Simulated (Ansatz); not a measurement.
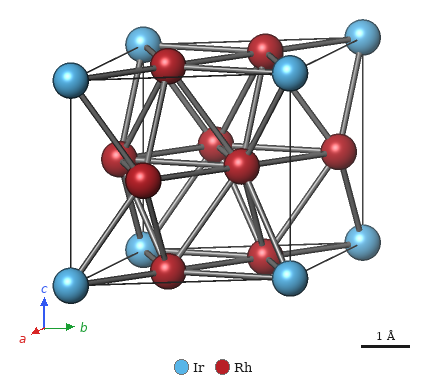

Drawn in the ball-and-stick manner and seen slightly off an axis. One conventional unit cell is outlined, and atoms on its boundary appear in each equivalent place.

IrRh5, space group P-62m (No. 189), a = 4.722 Å, b = 4.722 Å, c = 4.401 Å, α = 90.00°, β = 90.00°, γ = 120.00°. The structure was taken from a structure type filled with these elements by a generator (whether the compound takes this form wasn't checked). Earlier steps of the study, as a rule a relaxation of our own, may have changed the cell and positions, so they can lie some per cent off the listed ones. An electronic-structure calculation with Ansatz was run on it.

This one geometry was computed with Ansatz (DFT, plane waves, PAW) at four levels of theory: PBE with spin-orbit coupling, LDA, PBE and r2SCAN.

> Which level gives the highest pressure at this volume, and what does that say about its equilibrium volume?

Highest: PBE with spin-orbit coupling (0.4 GPa) and PBE (0.0 GPa), which points to the largest equilibrium volume. Lowest, with the smallest volume: LDA (-16.4 GPa). Levels within 0.5 GPa of each other can't be told apart.

> How does the band gap change with the level of theory?

All levels give a metal.

> Collect the results in a table.

| level | cutoff (eV) | k-mesh of the run's cell | gap (eV) | pressure (GPa) |
| --- | --- | --- | --- | --- |
| PBE with spin-orbit coupling | 420 | 12×12×8 | metal | 0.4 |
| LDA | 420 | 12×12×8 | metal | -16.4 |
| PBE | 420 | 12×12×8 | metal | 0.0 |
| r2SCAN | 500 | 12×12×8 | metal | -6.5 |

Gaps are taken on the k-mesh or band path of each run.
